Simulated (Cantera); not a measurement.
Input: 1 mol Si, 2.2 mol HCl, a varied amount of H2, equilibrated at 1500 K and 13300 Pa.

Method: chemical equilibrium by Gibbs-energy minimisation in Cantera with the NASA 1993 tables (ideal gas, pure condensed phases). Candidate condensed phases: Si; 19 gas species. The tables' values for SiCl3 are old estimates; treat these amounts as uncertain. The numbers say what is thermodynamically allowed, not how fast it happens.

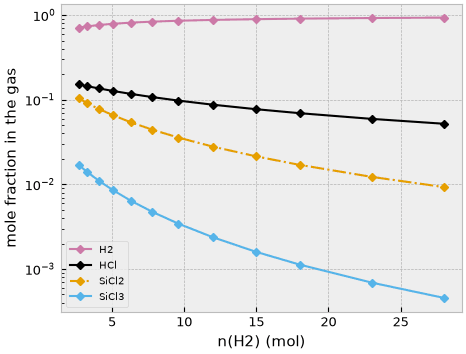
Figure: Equilibrium gas composition (values under 1e-9 drawn at 1e-9)

Q: Read off the mole fractions at 18 mol H2.

A: H2 about 0.91, HCl about 0.070, SiCl2 about 0.017, SiCl3 about 0.0011.
